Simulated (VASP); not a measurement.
Band structure of PtSe$_{2}$ (1T layered). Computed with PW91 GGA, VASP's PBE PAW potentials (set 64) (plane waves; VASP).

Without a dispersion term in the relaxation, distances and binding between the weakly bound layers, chains or molecules are unreliable, and so is what depends on them. Unless said otherwise, spin-orbit coupling is left out, though it shifts the bands of the heavy elements here.

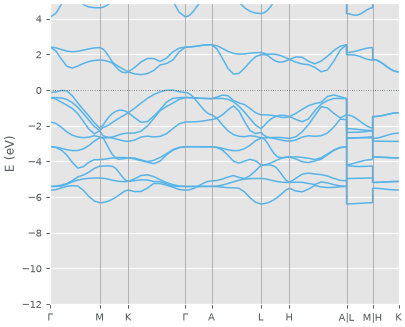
Fig. 1. Bands along high-symmetry lines, zero at the valence-band maximum or, without a gap, the Fermi level

Question: Read the plot: is there a gap, and where are the band edges?

Answer: The gap is indirect, 0.87 eV, from the valence maximum at K-Γ at 0.78 to the conduction minimum at K-Γ at 0.22. (Edges off the drawn lines would not show.)

The compound is PtSe2 in the 1T layered structure. It was relaxed first, which changed the volume by +23 %.
